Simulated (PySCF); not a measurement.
# N2: one change and its effect

System: N2.
Method of run 1: TDDFT HF/def2-SVPD, vertical, gas phase, core orbitals frozen in the response (PySCF 2.14.0).

The geometry comes from this level: PBE0-D3(BJ)/def2-SVP. Text and figures count atoms from 1; the logs count them from 0 in places.

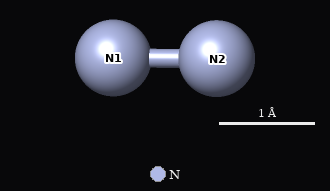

Figure 1. The structure (ball-and-stick view, seen on its broad side; atoms are numbered from 1 in the order of the input). Bond lengths as drawn: N–N 1.10 Å.

The input, run 1:
```
{"job": {"kind": "uv", "xc": "HF", "basis": "def2-SVPD", "ip": true}, "charge": 0, "multiplicity": 1}
N      0.548888     0.000000     0.000000
N     -0.548888    -0.000000    -0.000000
```

The first line tells a small driver script what to run in PySCF; the rest is the geometry in Å.

Hardware: 1 CPU thread, shared host.

Output (run 1):
```
final grid: 21984 points
cycle   1  E = -108.8348074615  dE =  3.959e-02  |g| = 2.879e-01  |ddm| = 1.740e+00
cycle   2  E = -108.8545908363  dE = -1.978e-02  |g| = 7.228e-02  |ddm| = 2.880e-01
cycle   3  E = -108.8558822296  dE = -1.291e-03  |g| = 1.478e-02  |ddm| = 8.335e-02
cycle   4  E = -108.8559684236  dE = -8.619e-05  |g| = 1.064e-03  |ddm| = 4.534e-02
cycle   5  E = -108.8559688058  dE = -3.823e-07  |g| = 1.498e-04  |ddm| = 3.022e-03
cycle   6  E = -108.8559688168  dE = -1.095e-08  |g| = 2.580e-05  |ddm| = 2.701e-04
cycle   7  E = -108.8559688171  dE = -3.624e-10  |g| = 2.190e-06  |ddm| = 9.177e-05
converged SCF energy = -108.8559688171

Static polarisability (au): isotropic 10.902, principal 9.065 9.065 14.576

Singlet excitations
state   eV       nm        f      main configurations
  1   7.9657    155.6   0.00000   H->L 0.46, H-1->L+1 0.46
  2   8.8355    140.3   0.00000   H-1->L+1 0.30, H->L 0.30, H->L+1 0.18
  3   8.8355    140.3   0.00000   H-1->L 0.30, H->L+1 0.30, H-1->L+1 0.18
  4   9.8277    126.2   0.00000   H-2->L 0.94
  5   9.8277    126.2   0.00000   H-2->L+1 0.94
  6  14.7076     84.3   0.91135   H-1->L 0.40, H->L+1 0.40, H-3->L+2 0.09
  7  15.0524     82.4   0.10099   H-3->L+1 0.93
  8  15.0524     82.4   0.10099   H-3->L 0.93
  9  15.2476     81.3   0.16401   H-1->L+2 0.97
 10  15.2476     81.3   0.16401   H->L+2 0.97

Triplet excitations (Tamm-Dancoff, eV): 6.2495 7.3588 7.3588 8.0383
Vertical ionisation energy (delta-SCF) = 15.4755 eV
```

For run 2 the input was changed thus:
```diff
-"xc": "HF"
+"xc": "PBE"
```

What does this change do to the results?

The total energies belong to different methods, so their difference says nothing on which is more stable or more accurate. The HOMO goes from −16.84 to −10.21 eV. The LUMO goes from 4.23 to −1.87 eV. The lowest excitation goes from 7.97 to 9.20 eV. The strongest computed line goes from 14.71 to 14.19 eV. The method changes from HF to PBE. Exact exchange removes part of the self-interaction error of semilocal functionals, which pushes filled and empty levels apart. The SCF takes 9 iterations against 7.

Output (run 2):
```
coarse grid: 2128 points
cycle   1  E = -109.3146112839  dE =  1.538e-01  |g| = 6.148e-02  |ddm| = 1.807e+00
cycle   2  E = -109.3153956613  dE = -7.844e-04  |g| = 1.508e-02  |ddm| = 2.445e-01
cycle   3  E = -109.3154385592  dE = -4.290e-05  |g| = 7.470e-03  |ddm| = 3.889e-02
cycle   4  E = -109.3154515960  dE = -1.304e-05  |g| = 5.984e-04  |ddm| = 7.355e-03
cycle   5  E = -109.3154516845  dE = -8.841e-08  |g| = 2.627e-05  |ddm| = 1.239e-03
final grid: 21984 points
cycle   6  E = -109.3260312276  dE = -2.591e-06  |g| = 2.967e-03  |ddm| = 7.511e-03
cycle   7  E = -109.3260319608  dE = -7.332e-07  |g| = 2.435e-03  |ddm| = 5.772e-03
cycle   8  E = -109.3260334811  dE = -1.520e-06  |g| = 3.071e-06  |ddm| = 2.587e-03
cycle   9  E = -109.3260334811  dE = -2.188e-12  |g| = 9.134e-07  |ddm| = 1.470e-05
converged SCF energy = -109.3260334811

Static polarisability (au): isotropic 11.101, principal 9.306 9.306 14.690

Singlet excitations
state   eV       nm        f      main configurations
  1   9.1970    134.8   0.00000   H->L 0.99
  2   9.1970    134.8   0.00000   H->L+1 0.99
  3   9.7581    127.1   0.00000   H-2->L+1 0.35, H-1->L 0.35, H-1->L+1 0.14
  4  10.1968    121.6   0.00000   H-1->L 0.42, H-2->L+1 0.42, H-2->L 0.08
  5  10.1969    121.6   0.00000   H-2->L 0.42, H-1->L+1 0.42, H-2->L+1 0.08
  6  13.1750     94.1   0.13383   H-3->L+1 0.96
  7  13.1750     94.1   0.13383   H-3->L 0.96
  8  13.3947     92.6   0.00000   H->L+2 0.98
  9  14.1922     87.4   0.70630   H->L+3 0.72
 10  14.3511     86.4   0.07939   H-1->L+2 0.99

Triplet excitations (Tamm-Dancoff, eV): 7.5030 7.5030 7.8583 8.5140
Vertical ionisation energy (delta-SCF) = 15.4188 eV
Vertical electron affinity (delta-SCF) = -2.7603 eV
```

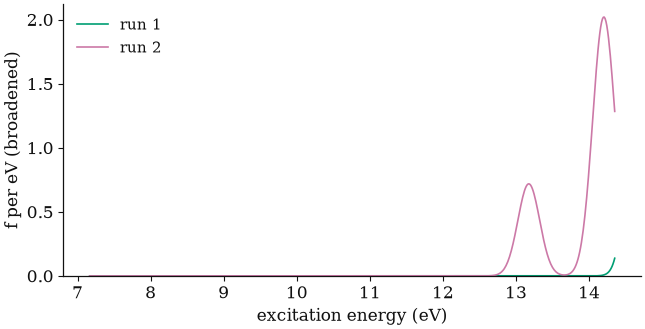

Figure 2. Absorption of the two runs from their computed states, each broadened by a Gaussian of 0.35 eV full width; the range ends where the shorter list of states ends.

The two runs side by side:

```tsv
quantity	run 1	run 2
outcome	converged	converged
total energy (hartree)	−108.855969	−109.326033
HOMO (eV)	−16.84	−10.21
LUMO (eV)	4.23	−1.87
dipole moment (D)	0.00	0.00
lowest excitation (eV)	7.97	9.20
SCF iterations	7	9
strongest computed line (eV)	14.71	14.19
basis functions	40	40
```
